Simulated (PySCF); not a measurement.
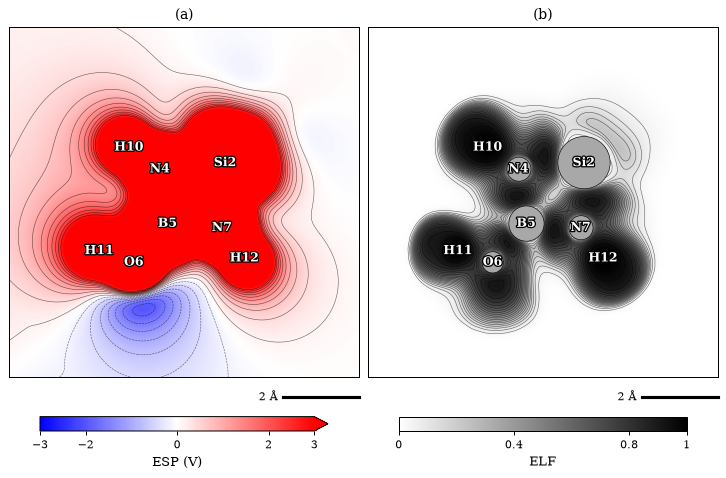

Figure. BH5N2O3Si. (a) molecular electrostatic potential; (b) ELF on the plane of atoms O6, B5 and N7. Grey discs cover the atomic cores in the ELF map.

Geometry: PBE0-D3(BJ)/def2-SVP.

All numbers below come from PySCF 2.14.0, PBE0/pcSseg-1, SCF density, gas phase, non-relativistic.

```xyz
12

O    -0.1659    2.2317    0.7132
Si    0.3051    0.8691   -0.1056
O     1.4328    1.4405   -1.1633
N     0.7255   -0.5470    0.8020
B    -0.3281   -1.2504    0.0908
O    -0.7163   -2.5534    0.1292
N    -0.9116   -0.1973   -0.7132
H    -0.8707    2.1037    1.3544
H     1.5611    2.3927   -1.1279
H     1.4518   -0.8522    1.4273
H    -0.1815   -3.0812    0.7274
H    -1.6027   -0.2416   -1.4425
```

> Interpret the plot.

Atoms in the plane: Si, N, B, O and H. B–O (1.36 Å): the ELF peaks at about 0.90 between the atoms: a polar covalent bond. B–N (1.45 Å): the ELF peaks at about 0.90 between the atoms; a shared but strongly polarised pair. Si–N (1.73 Å): the ELF peaks at about 0.90 between the atoms, as expected for a shared but strongly polarised pair. O–H (0.96 Å): the ELF climbs to about 1 towards the hydrogen, as it does in any bond to H (a covalent bond by its length). N–H (1.01 Å): the ELF climbs to about 1 towards the hydrogen: a covalent bond by its length. The ELF also peaks beside O6, away from the bonds: lone-pair regions. Outside the dense part of the molecule the potential is most negative (−2.0 V) near O6.
